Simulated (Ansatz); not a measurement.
# AlO2−: geometry and frequencies at several levels, part 1 of 2

Wanted for AlO2−: geometry and frequencies at several levels. Charge -1.

Method: the levels named in each step, in Ansatz 0.2.0.

## 1. The starting structure

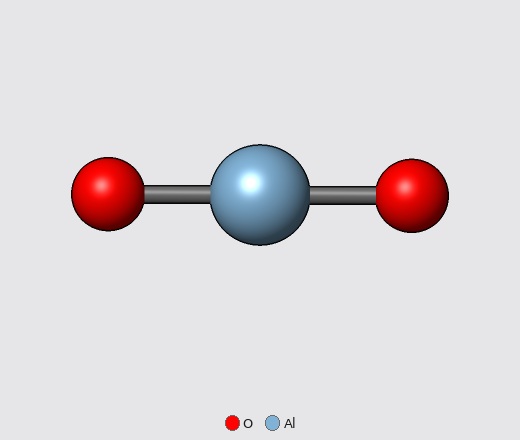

Start, viewed from a chosen angle; oxygen red, aluminium light blue.

Coordinates:

```xyz
3

O     0.0000    0.0000   -1.5990
Al    0.0000    0.0000    0.0000
O     0.0000    0.0000    1.5990
```

## 2. A rough first relaxation, PBE-D4/def2-SVPD

input.yaml

```yaml
crystal:
  periodic: [false, false, false]
  atoms:
    - { symbol: O, position_ang: [0.0, 0.0, -1.59897] }
    - { symbol: Al, position_ang: [0.0, 0.0, -2.0e-05] }
    - { symbol: O, position_ang: [0.0, 0.0, 1.599] }
total_charge: -1
basis:
  gaussian: { orbitals: def2-SVPD }
hamiltonian:
  xc: pbe
  dispersion: d4
relax:
  f_tol: 0.03
  max_steps: 200
```

Launch:

```bash
$ ansatz run input.yaml --threads 2 --pin off --max-ram 5120MiB --backend cpu --events-out ev --progress --plain --runs-dir out
```

The log of the run (excerpt; [...] marks lines left out):

```text
Warning: RAYON_NUM_THREADS=2 ignored (pool sized by the plan → 2); use --threads N
[...]
Functional definition: PBE
[...]
599 factors; their error is unknown
[...]
mean field -10680.40280937 eV, -392.4975638072 hartree, gradient 6.8e-5 eV, S^2 0.000000; 0 other end points of the search recorded, 0 dependent functions left out
[...]
reference -10680.40284071 eV, -392.4975649591 hartree; 15, 15 occupied and 55, 55 virtual orbitals, 599 factors
relax step   1: F+E_penalty+E_count = -10680.45790184 eV  Δ(F+E_penalty+E_count) = +0.000e0 eV  max|allowed force component| = 2.778e0 eV/Å  Δτ_max = 0.0000 Å  (26 SCF iters, accepted)
[...]
relax step   3: F+E_penalty+E_count = -10680.63705050 eV  Δ(F+E_penalty+E_count) = -4.758e-2 eV  max|allowed force component| = 1.417e-1 eV/Å  Δτ_max = 0.0325 Å  (28 SCF iters, accepted)
[...]
relax step   4: F+E_penalty+E_count = -10680.63763814 eV  Δ(F+E_penalty+E_count) = -5.876e-4 eV  max|allowed force component| = 2.442e-3 eV/Å  Δτ_max = 0.0042 Å  (27 SCF iters, accepted)
599 factors; their error is unknown
mean field -10680.58398389 eV, -392.5042218480 hartree, gradient 6.6e-5 eV, S^2 0.000000; 1 other end points of the search recorded, 0 dependent functions left out
[...]
reference -10680.58401536 eV, -392.5042230048 hartree; 15, 15 occupied and 55, 55 virtual orbitals, 599 factors
Total energy: -10680.63766961 eV, -392.5061947621 hartree
Atom 0 at    -0.000000    -0.000000    -1.667822 Å, force    -0.000000    -0.000000     0.002440 eV/Å
Atom 1 at     0.000000     0.000000     0.000003 Å, force     0.000000     0.000000     0.000002 eV/Å
Atom 2 at    -0.000000    -0.000000     1.667829 Å, force    -0.000000    -0.000000    -0.002442 eV/Å
Dipole moment:    -0.000000     0.000000    -0.000000 e Å
```

It took 5.7 s on 2 threads of Intel Xeon at 2.50GHz (Skylake/Cascade Lake), shared host; peak memory 0.12 GiB.

Relaxation path:

| step | energy from step 1 (eV) | largest force component (eV/Å) |
| --- | --- | --- |
| 1 | 0.0000 | 2.7784 |
| 2 | -0.1316 | 1.3584 |
| 3 | -0.1791 | 0.1417 |
| 4 | -0.1797 | 0.0024 |

Step 1 is the start.

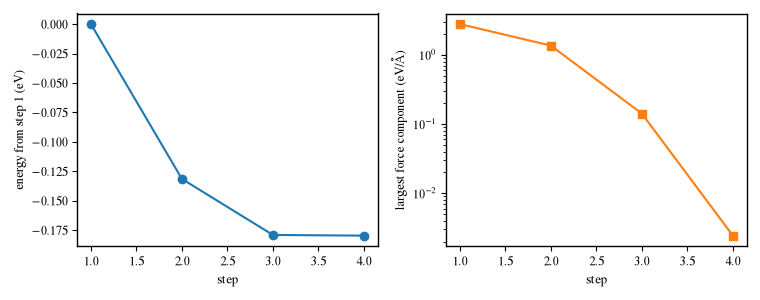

Energy and largest force along the relaxation.

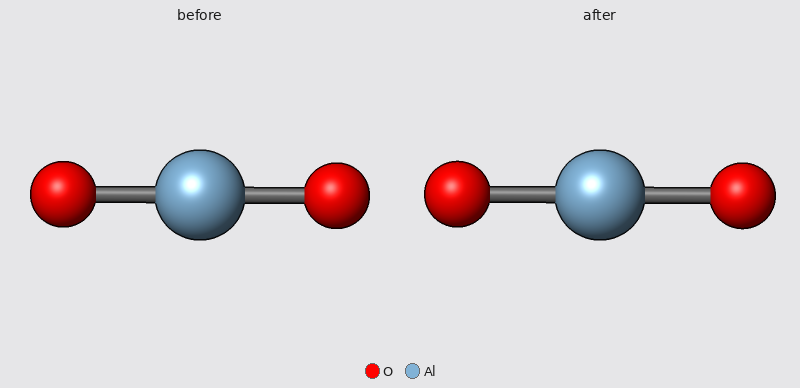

Before and after, at one scale.

Before: Bond lengths: O1–Al2 1.599 Å, Al2–O3 1.599 Å. Angles: O1–Al2–O3 180.0°.

After: Bond lengths: O1–Al2 1.668 Å, Al2–O3 1.668 Å. Angles: O1–Al2–O3 180.0°.

## 3. Relaxation, PBE0-D4/def2-TZVPPD

input.yaml

```yaml
crystal:
  periodic: [false, false, false]
  atoms:
    - { symbol: O, position_ang: [0.0, 0.0, -1.66782182] }
    - { symbol: Al, position_ang: [0.0, 0.0, 3.31e-06] }
    - { symbol: O, position_ang: [0.0, 0.0, 1.6678285] }
total_charge: -1
basis:
  gaussian: { orbitals: def2-TZVPPD.json }
hamiltonian:
  xc: pbe0
  dispersion: d4
relax:
  f_tol: 0.002
  max_steps: 150
```

Launch:

```bash
$ ansatz run input.yaml --threads 2 --pin off --max-ram 5120MiB --backend cpu --events-out ev --progress --plain --runs-dir out
```

The log of the run (excerpt; [...] marks lines left out):

```text
Warning: RAYON_NUM_THREADS=2 ignored (pool sized by the plan → 2); use --threads N
[...]
Functional definition: PBE0
[...]
679 factors; their error is unknown
[...]
mean field -10687.51067272 eV, -392.7587729677 hartree, gradient 3.4e-6 eV, S^2 0.000000; 0 other end points of the search recorded, 0 dependent functions left out
[...]
reference -10687.51069942 eV, -392.7587739487 hartree; 15, 15 occupied and 113, 113 virtual orbitals, 679 factors
relax step   1: F+E_penalty+E_count = -10687.55559146 eV  Δ(F+E_penalty+E_count) = +0.000e0 eV  max|allowed force component| = 1.330e0 eV/Å  Δτ_max = 0.0000 Å  (28 SCF iters, accepted)
[...]
relax step   4: F+E_penalty+E_count = -10687.60804178 eV  Δ(F+E_penalty+E_count) = -7.481e-5 eV  max|allowed force component| = 2.957e-3 eV/Å  Δτ_max = 0.0015 Å  (31 SCF iters, accepted)
[...]
relax step   5: F+E_penalty+E_count = -10687.60804200 eV  Δ(F+E_penalty+E_count) = -2.265e-7 eV  max|allowed force component| = 3.386e-6 eV/Å  Δτ_max = 0.0001 Å  (20 SCF iters, accepted)
679 factors; their error is unknown
mean field -10687.56251074 eV, -392.7606779796 hartree, gradient 1.0e-5 eV, S^2 0.000000; 1 other end points of the search recorded, 0 dependent functions left out
[...]
reference -10687.56253735 eV, -392.7606789577 hartree; 15, 15 occupied and 113, 113 virtual orbitals, 679 factors
Total energy: -10687.60806862 eV, -392.7623522007 hartree
Atom 0 at     0.000000     0.000000    -1.629696 Å, force    -0.000000     0.000000     0.000003 eV/Å
Atom 1 at    -0.000000    -0.000000     0.000003 Å, force     0.000000    -0.000000     0.000000 eV/Å
Atom 2 at     0.000000     0.000000     1.629703 Å, force    -0.000000     0.000000    -0.000003 eV/Å
Dipole moment:     0.000000     0.000000     0.000000 e Å
```

Wall time 16 s (2 threads of Intel Xeon at 2.50GHz (Skylake/Cascade Lake), shared host); peak memory 0.2 GiB.

The steps of the relaxation:

```csv
step,E - E(step 1) (eV),largest force component (eV/Å)
1,0.0000,1.3295
2,-0.0392,0.6927
3,-0.0524,0.0540
4,-0.0525,0.0030
5,-0.0525,0.0000
```

Step 1 is the start.

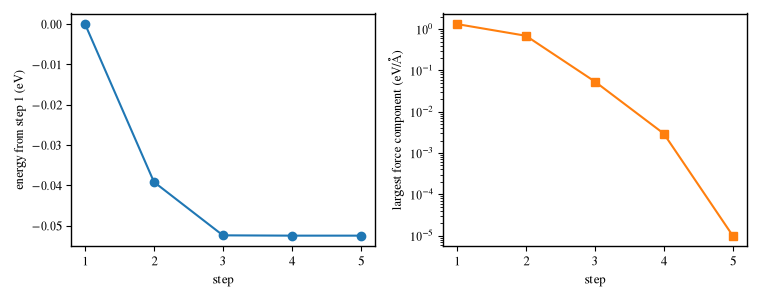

Energy and largest force along the relaxation.

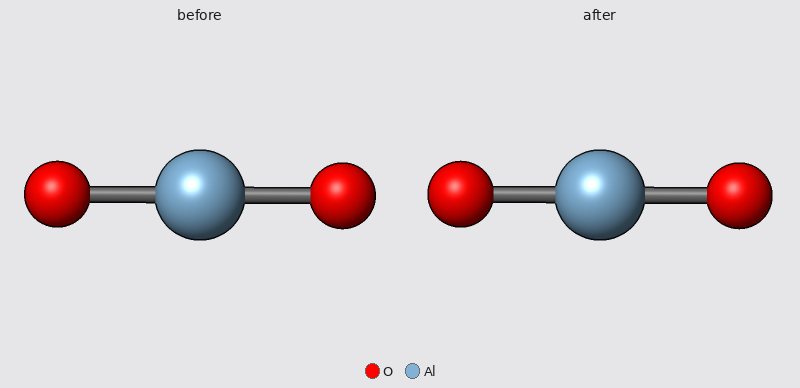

Before and after, at one scale.

Before: Bond lengths: O1–Al2 1.668 Å, Al2–O3 1.668 Å. Angles: O1–Al2–O3 180.0°.

After: Bond lengths: O1–Al2 1.630 Å, Al2–O3 1.630 Å. Angles: O1–Al2–O3 180.0°.

## 4. Frequencies, PBE0-D4/def2-TZVPPD

input.yaml

```yaml
crystal:
  periodic: [false, false, false]
  atoms:
    - { symbol: O, position_ang: [0.0, 0.0, -1.62969648] }
    - { symbol: Al, position_ang: [0.0, 0.0, 3.31e-06] }
    - { symbol: O, position_ang: [0.0, 0.0, 1.62970316] }
total_charge: -1
basis:
  gaussian: { orbitals: def2-TZVPPD.json }
hamiltonian:
  xc: pbe0
  dispersion: d4
phonons: {}
```

Launch:

```bash
$ ansatz run input.yaml --threads 2 --pin off --max-ram 5120MiB --backend cpu --events-out ev --progress --plain --runs-dir out
```

The log of the run (excerpt; [...] marks lines left out):

```text
Warning: RAYON_NUM_THREADS=2 ignored (pool sized by the plan → 2); use --threads N
[...]
Functional definition: PBE0
[...]
679 factors; their error is unknown
[...]
mean field -10687.56251074 eV, -392.7606779796 hartree, gradient 1.0e-5 eV, S^2 0.000000; 0 other end points of the search recorded, 0 dependent functions left out
[...]
reference -10687.56253735 eV, -392.7606789577 hartree; 15, 15 occupied and 113, 113 virtual orbitals, 679 factors
[...]
679 factors; their error is unknown
[...]
mean field -10687.56250773 eV, -392.7606778691 hartree, gradient 9.4e-7 eV, S^2 0.000000; 0 other end points of the search recorded, 0 dependent functions left out
[...]
reference -10687.56253435 eV, -392.7606788471 hartree; 15, 15 occupied and 113, 113 virtual orbitals, 679 factors
[...]
679 factors; their error is unknown
[...]
mean field -10687.56228500 eV, -392.7606696839 hartree, gradient 1.7e-6 eV, S^2 0.000000; 0 other end points of the search recorded, 0 dependent functions left out
[...]
reference -10687.56231161 eV, -392.7606706619 hartree; 15, 15 occupied and 113, 113 virtual orbitals, 679 factors
[...]
679 factors; their error is unknown
mean field -10687.56228499 eV, -392.7606696835 hartree, gradient 1.7e-6 eV, S^2 0.000000; 0 other end points of the search recorded, 0 dependent functions left out
[...]
reference -10687.56231160 eV, -392.7606706615 hartree; 15, 15 occupied and 113, 113 virtual orbitals, 679 factors
Total energy: -10687.60806862 eV, -392.7623522007 hartree
Atom 0 at     0.000000     0.000000    -1.629696 Å, force    -0.000000     0.000000     0.000003 eV/Å
Atom 1 at     0.000000     0.000000     0.000003 Å, force     0.000000    -0.000000    -0.000000 eV/Å
Atom 2 at     0.000000     0.000000     1.629703 Å, force    -0.000000     0.000000    -0.000003 eV/Å
Dipole moment:     0.000000    -0.000000     0.000000 e Å
Vibrations: 267.97 267.97 810.09 1158.40 cm⁻¹, zero-point energy 0.155254 eV
```

It took 28 s on 2 threads of Intel Xeon at 2.50GHz (Skylake/Cascade Lake), shared host; peak memory 0.2 GiB.

Harmonic frequencies (cm⁻¹; negative: imaginary): 268, 268, 810, 1158.

## 5. Relaxation, PBE-D4/def2-TZVPPD

input.yaml, as its differences from that of step 4:

```diff
@@ -10,4 +10,6 @@
 hamiltonian:
-  xc: pbe0
+  xc: pbe
   dispersion: d4
-phonons: {}
+relax:
+  f_tol: 0.002
+  max_steps: 150
```

Launch:

```bash
$ ansatz run input.yaml --threads 2 --pin off --max-ram 5120MiB --backend cpu --events-out ev --progress --plain --runs-dir out
```

The log of the run (excerpt; [...] marks lines left out):

```text
Warning: RAYON_NUM_THREADS=2 ignored (pool sized by the plan → 2); use --threads N
[...]
Functional definition: PBE
[...]
669 factors; their error is unknown
[...]
mean field -10687.60018595 eV, -392.7620625180 hartree, gradient 9.0e-6 eV, S^2 0.000000; 0 other end points of the search recorded, 0 dependent functions left out
[...]
reference -10687.60022003 eV, -392.7620637706 hartree; 15, 15 occupied and 113, 113 virtual orbitals, 669 factors
relax step   1: F+E_penalty+E_count = -10687.65462609 eV  Δ(F+E_penalty+E_count) = +0.000e0 eV  max|allowed force component| = 8.143e-1 eV/Å  Δτ_max = 0.0000 Å  (27 SCF iters, accepted)
[...]
relax step   3: F+E_penalty+E_count = -10687.67248305 eV  Δ(F+E_penalty+E_count) = -5.016e-3 eV  max|allowed force component| = 1.680e-2 eV/Å  Δτ_max = 0.0115 Å  (29 SCF iters, accepted)
[...]
relax step   4: F+E_penalty+E_count = -10687.67249128 eV  Δ(F+E_penalty+E_count) = -8.230e-6 eV  max|allowed force component| = 2.088e-4 eV/Å  Δτ_max = 0.0005 Å  (19 SCF iters, accepted)
669 factors; their error is unknown
mean field -10687.61851600 eV, -392.7627361351 hartree, gradient 3.5e-5 eV, S^2 0.000000; 1 other end points of the search recorded, 0 dependent functions left out
[...]
reference -10687.61855011 eV, -392.7627373887 hartree; 15, 15 occupied and 113, 113 virtual orbitals, 669 factors
Total energy: -10687.67252539 eV, -392.7647209436 hartree
Atom 0 at    -0.000000     0.000000    -1.652076 Å, force     0.000000     0.000000    -0.000209 eV/Å
Atom 1 at     0.000000    -0.000000     0.000003 Å, force    -0.000000    -0.000000     0.000000 eV/Å
Atom 2 at    -0.000000     0.000000     1.652082 Å, force     0.000000     0.000000     0.000209 eV/Å
Dipole moment:     0.000000     0.000000    -0.000000 e Å
```

It took 10 s on 2 threads of Intel Xeon at 2.50GHz (Skylake/Cascade Lake), shared host; peak memory 0.19 GiB.

Step by step:

| step | E - E(step 1) (eV) | largest force component (eV/Å) |
| --- | --- | --- |
| 1 | 0.0000 | 0.8143 |
| 2 | -0.0128 | 0.4238 |
| 3 | -0.0179 | 0.0168 |
| 4 | -0.0179 | 0.0002 |

Step 1 is the start.

Before: Bond lengths: O1–Al2 1.630 Å, Al2–O3 1.630 Å. Angles: O1–Al2–O3 180.0°.

After: Bond lengths: O1–Al2 1.652 Å, Al2–O3 1.652 Å. Angles: O1–Al2–O3 180.0°.

## 6. Frequencies, PBE-D4/def2-TZVPPD

input.yaml

```yaml
crystal:
  periodic: [false, false, false]
  atoms:
    - { symbol: O, position_ang: [0.0, 0.0, -1.65207557] }
    - { symbol: Al, position_ang: [0.0, 0.0, 3.31e-06] }
    - { symbol: O, position_ang: [0.0, 0.0, 1.65208225] }
total_charge: -1
basis:
  gaussian: { orbitals: def2-TZVPPD.json }
hamiltonian:
  xc: pbe
  dispersion: d4
phonons: {}
```

Launch:

```bash
$ ansatz run input.yaml --threads 2 --pin off --max-ram 5120MiB --backend cpu --events-out ev --progress --plain --runs-dir out
```

The log of the run (excerpt; [...] marks lines left out):

```text
Warning: RAYON_NUM_THREADS=2 ignored (pool sized by the plan → 2); use --threads N
[...]
Functional definition: PBE
[...]
669 factors; their error is unknown
[...]
mean field -10687.61851600 eV, -392.7627361351 hartree, gradient 6.2e-6 eV, S^2 0.000000; 0 other end points of the search recorded, 0 dependent functions left out
[...]
reference -10687.61855011 eV, -392.7627373887 hartree; 15, 15 occupied and 113, 113 virtual orbitals, 669 factors
[...]
669 factors; their error is unknown
mean field -10687.61851347 eV, -392.7627360421 hartree, gradient 1.4e-6 eV, S^2 0.000000; 0 other end points of the search recorded, 0 dependent functions left out
[...]
reference -10687.61854759 eV, -392.7627372957 hartree; 15, 15 occupied and 113, 113 virtual orbitals, 669 factors
[...]
669 factors; their error is unknown
[...]
mean field -10687.61831444 eV, -392.7627287279 hartree, gradient 2.3e-6 eV, S^2 0.000000; 0 other end points of the search recorded, 0 dependent functions left out
[...]
reference -10687.61834856 eV, -392.7627299815 hartree; 15, 15 occupied and 113, 113 virtual orbitals, 669 factors
[...]
669 factors; their error is unknown
mean field -10687.61831443 eV, -392.7627287276 hartree, gradient 2.3e-6 eV, S^2 0.000000; 0 other end points of the search recorded, 0 dependent functions left out
[...]
reference -10687.61834855 eV, -392.7627299812 hartree; 15, 15 occupied and 113, 113 virtual orbitals, 669 factors
Total energy: -10687.67252539 eV, -392.7647209436 hartree
Atom 0 at     0.000000     0.000000    -1.652076 Å, force     0.000000     0.000000    -0.000210 eV/Å
Atom 1 at     0.000000     0.000000     0.000003 Å, force    -0.000000    -0.000000     0.000000 eV/Å
Atom 2 at     0.000000     0.000000     1.652082 Å, force     0.000000     0.000000     0.000210 eV/Å
Dipole moment:     0.000000    -0.000000    -0.000000 e Å
Vibrations: 245.91 245.91 762.87 1094.59 cm⁻¹, zero-point energy 0.145637 eV
```

It took 20 s on 2 threads of Intel Xeon at 2.50GHz (Skylake/Cascade Lake), shared host; peak memory 0.14 GiB.

Harmonic frequencies (cm⁻¹; negative: imaginary): 246, 246, 763, 1095.

## 7. Relaxation, r2SCAN-D4/def2-TZVPPD

input.yaml

```yaml
crystal:
  periodic: [false, false, false]
  atoms:
    - { symbol: O, position_ang: [0.0, 0.0, -1.62969648] }
    - { symbol: Al, position_ang: [0.0, 0.0, 3.31e-06] }
    - { symbol: O, position_ang: [0.0, 0.0, 1.62970316] }
total_charge: -1
basis:
  gaussian: { orbitals: def2-TZVPPD.json }
hamiltonian:
  xc: r2scan
  dispersion: d4
relax:
  f_tol: 0.002
  max_steps: 150
```

Launch:

```bash
$ ansatz run input.yaml --threads 2 --pin off --max-ram 5120MiB --backend cpu --events-out ev --progress --plain --runs-dir out
```

The log of the run (excerpt; [...] marks lines left out):

```text
Warning: RAYON_NUM_THREADS=2 ignored (pool sized by the plan → 2); use --threads N
[...]
Functional definition: r2SCAN
[...]
669 factors; their error is unknown
[...]
mean field -10692.56695107 eV, -392.9445877696 hartree, gradient 9.5e-6 eV, S^2 0.000000; 0 other end points of the search recorded, 0 dependent functions left out
[...]
reference -10692.56696258 eV, -392.9445881925 hartree; 15, 15 occupied and 113, 113 virtual orbitals, 669 factors
relax step   1: F+E_penalty+E_count = -10692.57875337 eV  Δ(F+E_penalty+E_count) = +0.000e0 eV  max|allowed force component| = 2.558e-1 eV/Å  Δτ_max = 0.0000 Å  (27 SCF iters, accepted)
[...]
relax step   2: F+E_penalty+E_count = -10692.58001356 eV  Δ(F+E_penalty+E_count) = -1.260e-3 eV  max|allowed force component| = 1.303e-1 eV/Å  Δτ_max = 0.0033 Å  (29 SCF iters, accepted)
[...]
relax step   3: F+E_penalty+E_count = -10692.58046225 eV  Δ(F+E_penalty+E_count) = -4.487e-4 eV  max|allowed force component| = 1.527e-3 eV/Å  Δτ_max = 0.0034 Å  (29 SCF iters, accepted)
669 factors; their error is unknown
mean field -10692.56868113 eV, -392.9446513481 hartree, gradient 2.1e-5 eV, S^2 0.000000; 1 other end points of the search recorded, 0 dependent functions left out
[...]
reference -10692.56869264 eV, -392.9446517710 hartree; 15, 15 occupied and 113, 113 virtual orbitals, 669 factors
Total energy: -10692.58047376 eV, -392.9450847194 hartree
Atom 0 at    -0.000000     0.000000    -1.636377 Å, force     0.000000     0.000000    -0.001527 eV/Å
Atom 1 at     0.000000    -0.000000     0.000003 Å, force    -0.000000    -0.000000     0.000000 eV/Å
Atom 2 at    -0.000000     0.000000     1.636383 Å, force     0.000000     0.000000     0.001527 eV/Å
Dipole moment:    -0.000000     0.000000    -0.000000 e Å
```

Run time: 13 s. Hardware: 2 threads of Intel Xeon at 2.50GHz (Skylake/Cascade Lake), shared host; peak memory 0.2 GiB.

Step by step:

```csv
step,energy from step 1 (eV),largest force component (eV/Å)
1,0.0000,0.2558
2,-0.0013,0.1303
3,-0.0017,0.0015
```

Step 1 is the start.

Before: Bond lengths: O1–Al2 1.630 Å, Al2–O3 1.630 Å. Angles: O1–Al2–O3 180.0°.

After: Bond lengths: O1–Al2 1.636 Å, Al2–O3 1.636 Å. Angles: O1–Al2–O3 180.0°.

## 8. Frequencies, r2SCAN-D4/def2-TZVPPD

input.yaml

```yaml
crystal:
  periodic: [false, false, false]
  atoms:
    - { symbol: O, position_ang: [0.0, 0.0, -1.63637676] }
    - { symbol: Al, position_ang: [0.0, 0.0, 3.31e-06] }
    - { symbol: O, position_ang: [0.0, 0.0, 1.63638344] }
total_charge: -1
basis:
  gaussian: { orbitals: def2-TZVPPD.json }
hamiltonian:
  xc: r2scan
  dispersion: d4
phonons: {}
```

Launch:

```bash
$ ansatz run input.yaml --threads 2 --pin off --max-ram 5120MiB --backend cpu --events-out ev --progress --plain --runs-dir out
```

The log of the run (excerpt; [...] marks lines left out):

```text
Warning: RAYON_NUM_THREADS=2 ignored (pool sized by the plan → 2); use --threads N
[...]
Functional definition: r2SCAN
[...]
669 factors; their error is unknown
[...]
mean field -10692.56868113 eV, -392.9446513481 hartree, gradient 1.5e-5 eV, S^2 0.000000; 0 other end points of the search recorded, 0 dependent functions left out
[...]
reference -10692.56869264 eV, -392.9446517710 hartree; 15, 15 occupied and 113, 113 virtual orbitals, 669 factors
[...]
669 factors; their error is unknown
mean field -10692.56867836 eV, -392.9446512463 hartree, gradient 1.8e-6 eV, S^2 0.000000; 0 other end points of the search recorded, 0 dependent functions left out
[...]
reference -10692.56868987 eV, -392.9446516693 hartree; 15, 15 occupied and 113, 113 virtual orbitals, 669 factors
[...]
669 factors; their error is unknown
[...]
669 factors; their error is unknown
mean field -10692.56846112 eV, -392.9446432630 hartree, gradient 2.0e-6 eV, S^2 0.000000; 0 other end points of the search recorded, 0 dependent functions left out
[...]
reference -10692.56847263 eV, -392.9446436860 hartree; 15, 15 occupied and 113, 113 virtual orbitals, 669 factors
[...]
669 factors; their error is unknown
mean field -10692.56846111 eV, -392.9446432627 hartree, gradient 2.0e-6 eV, S^2 0.000000; 0 other end points of the search recorded, 0 dependent functions left out
[...]
reference -10692.56847262 eV, -392.9446436856 hartree; 15, 15 occupied and 113, 113 virtual orbitals, 669 factors
Total energy: -10692.58047376 eV, -392.9450847194 hartree
Atom 0 at     0.000000     0.000000    -1.636377 Å, force     0.000000     0.000000    -0.001526 eV/Å
Atom 1 at     0.000000     0.000000     0.000003 Å, force    -0.000000    -0.000000     0.000000 eV/Å
Atom 2 at     0.000000     0.000000     1.636383 Å, force     0.000000     0.000000     0.001526 eV/Å
Dipole moment:     0.000000    -0.000000    -0.000000 e Å
Vibrations: 256.80 256.80 797.27 1143.61 cm⁻¹, zero-point energy 0.152158 eV
```

Run time: 29 s. Hardware: 2 threads of Intel Xeon at 2.50GHz (Skylake/Cascade Lake), shared host; peak memory 0.15 GiB.

Harmonic frequencies (cm⁻¹; negative: imaginary): 257, 257, 797, 1144.

(Continued in part 2 of 2.)
